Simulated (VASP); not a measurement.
Band structure of Lu2AlCo3 (space group R-3m). Calculation: PBEsol GGA, VASP's PBE PAW potentials (set 64) (plane waves; VASP).

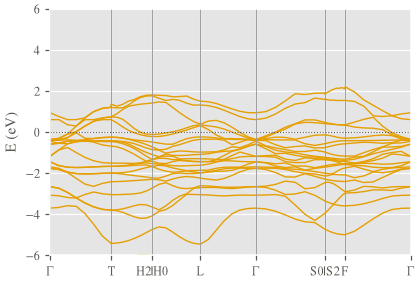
Fig. 1. Bands along high-symmetry lines, zero at the valence-band maximum or, without a gap, the Fermi level

Question: Read the plot: is there a gap, and where are the band edges?

Answer: It has no gap at this level: it comes out as a metal or semimetal.

The structure comes from a computed database's Lu2AlCo3 entry (R-3m); how it stands against other phases isn't given here. The cell was not relaxed at this level. The run is not spin-polarised, so no magnetic state was tried.
